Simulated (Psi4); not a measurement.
# CCSD(T)/cc-pVTZ run of HF (hydrogen fluoride)

What is the energy change on altering one bond length of HF (hydrogen fluoride) at CCSD(T)/cc-pVTZ? 

Program for the calculation: Psi4 1.11.

1 further run of the same task is left out (set aside as unsound or not needed).

## Step 1: The molecule

The species is HF (2 atoms), meant as a singlet with charge 0. As SMILES, `F`. The shape is that of a PBE0-D4/def2-TZVP optimisation.

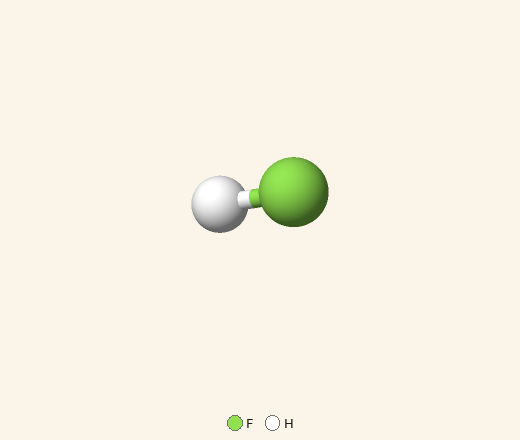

Viewed from a chosen angle; fluorine green, hydrogen white.

## Step 2: A single-point energy at CCSD(T)/cc-pVTZ

File input.dat:

```
memory 1600 MB

molecule m {
  F     -0.390000     0.144600    -0.196400
  H      0.390000    -0.144600     0.196400
  symmetry c1
}

set {
  reference rhf
  puream true
  e_convergence 1e-09
  d_convergence 1e-08
  scf_type pk
  num_frozen_docc 1
}

E, wfn = energy("ccsd(t)/cc-pVTZ", return_wfn=True)
```

Launch:

```bash
$ psi4 -i input.dat -o output.dat -n 1
```

output.dat:

```text
[...]
  Running in c1 symmetry.
[...]
  Nuclear repulsion =    5.176952311050555
[...]
  Multiplicity = 1
[...]
  Nalpha       = 5
  Nbeta        = 5
[...]
    Number of basis functions: 44
[...]
   @RHF iter   1:  -100.01940372570824   -3.92274e-01   7.53702e-03 DIIS/ADIIS
[...]
   @RHF iter   9:  -100.05786464501281   -1.59162e-12   3.53140e-09 DIIS
[...]
    Orbital Energies [Eh]
    ---------------------
    Doubly Occupied:
       1A    -26.286350     2A     -1.593253     3A     -0.759172
       4A     -0.642924     5A     -0.642924
[...]
  @RHF Final Energy:  -100.05786464501281
   => Energetics <=
    Nuclear Repulsion Energy =              5.1769523110505551
    One-Electron Energy =                -150.6203876100609307
    Two-Electron Energy =                  45.3855706539975685
    Total Energy =                       -100.0578646450128133
[...]
 Multipole Moments:
 ------------------------------------------------------------------------------------
     Multipole            Electronic (a.u.)      Nuclear  (a.u.)        Total (a.u.)
 ------------------------------------------------------------------------------------
 L = 1.  Multiply by 2.5417464519 to convert [e a0] to [Debye]
 Dipole X            :          0.0000000           -0.0000000            0.0000000
 Dipole Y            :         -0.0000000            0.0000000           -0.0000000
 Dipole Z            :         -0.0967714            0.8627082            0.7659368
 Magnitude           :                                                    0.7659368
[...]
      * MP2 total energy                      = -100.329781880371200
[...]
      * CCSD total energy                     = -100.331968021241764
[...]
      * CCSD(T) total energy                  = -100.338348138463161
[...]
```

Wall time 5.1 s (1 thread of Intel Xeon 6975P-C (Granite Rapids), shared host); peak memory 0.25 GiB.

## Step 3: The distorted shape, same level

File fh.xyz:

```xyz
2
FH
F     -0.507038     0.187994    -0.255339
H      0.390000    -0.144600     0.196400
```

File fh.py:

```python
import psi4

psi4.set_memory(1600000000)
psi4.set_num_threads(1)
psi4.set_output_file('psi4.out', False)

with open('fh.xyz') as f:
    atoms = ''.join(f.readlines()[2:])
geom = psi4.geometry('0 1\n' + atoms + 'symmetry c1')

options = {'basis': 'cc-pVTZ', 'puream': True, 'e_convergence': 1e-09, 'd_convergence': 1e-08, 'scf_type': 'pk', 'num_frozen_docc': 1}
psi4.set_options(options)

E = psi4.energy('ccsd(t)')
print(f'total energy {E:.8f} hartree = {E * 27.211386:.5f} eV')
```

Launch:

```bash
$ python fh.py
```

psi4.out:

```text
[...]
  Running in c1 symmetry.
[...]
  Nuclear repulsion =    4.501507329650988
[...]
  Multiplicity = 1
[...]
  Nalpha       = 5
  Nbeta        = 5
[...]
    Number of basis functions: 44
[...]
   @RHF iter   1:   -99.98742142414748   -4.55304e-01   7.86792e-03 ADIIS/DIIS
[...]
   @RHF iter   9:  -100.03520675950959   -3.66640e-12   4.72565e-09 DIIS
[...]
    Orbital Energies [Eh]
    ---------------------
    Doubly Occupied:
       1A    -26.286901     2A     -1.552651     3A     -0.706561
       4A     -0.629881     5A     -0.629881
[...]
  @RHF Final Energy:  -100.03520675950959
   => Energetics <=
    Nuclear Repulsion Energy =              4.5015073296509884
    One-Electron Energy =                -149.4616770478549199
    Two-Electron Energy =                  44.9249629586943229
    Total Energy =                       -100.0352067595096059
[...]
 Multipole Moments:
 ------------------------------------------------------------------------------------
     Multipole            Electronic (a.u.)      Nuclear  (a.u.)        Total (a.u.)
 ------------------------------------------------------------------------------------
 L = 1.  Multiply by 2.5417464519 to convert [e a0] to [Debye]
 Dipole X            :         -0.0000000           -0.0000000           -0.0000000
 Dipole Y            :         -0.0000000           -0.0000000           -0.0000000
 Dipole Z            :         -0.1198587            0.9921564            0.8722977
 Magnitude           :                                                    0.8722977
[...]
      * MP2 total energy                      = -100.313661843683533
[...]
      * CCSD total energy                     = -100.315098114448588
[...]
      * CCSD(T) total energy                  = -100.322163123327741
```

The script printed:

```text
total energy -100.32216312 hartree = -2729.90511 eV
```

Run time: 5.1 s. Hardware: 1 thread of Intel Xeon 6975P-C (Granite Rapids), shared host; peak memory 0.25 GiB.

## Step 4: Outcome

Level: CCSD(T)/cc-pVTZ, 1 core orbital frozen.

| quantity | value |
| --- | --- |
| first shape: total energy | -100.33835 Eh |
| first shape: HOMO energy (Hartree–Fock orbitals) | -17.49 eV |
| first shape: LUMO energy (Hartree–Fock orbitals) | 3.88 eV |
| first shape: HOMO–LUMO gap (Hartree–Fock orbitals) | 21.37 eV |
| first shape: correlation energy (1 core orbital frozen) | -280.5 mEh |
| first shape: (T) correction | -6.38 mEh |
| first shape: T1 diagnostic | 0.007 |
| distorted shape: total energy | -100.32216 Eh |
| distorted shape: HOMO energy (Hartree–Fock orbitals) | -17.14 eV |
| distorted shape: LUMO energy (Hartree–Fock orbitals) | 3.16 eV |
| distorted shape: HOMO–LUMO gap (Hartree–Fock orbitals) | 20.30 eV |
| distorted shape: correlation energy (1 core orbital frozen) | -287.0 mEh |
| distorted shape: (T) correction | -7.07 mEh |
| distorted shape: T1 diagnostic | 0.008 |
| energy change with the F1–H2 bond stretched from 0.920 to 1.058 Å | 0.440 eV |

In words: With the F1–H2 bond stretched from 0.920 to 1.058 Å the energy rises by 0.44 eV (10.2 kcal/mol). The first shape isn't relaxed at this level, so the change isn't measured from a minimum. The triples (first shape) make up 2.3 % of the correlation energy. The triples (distorted shape) make up 2.5 % of the correlation energy.
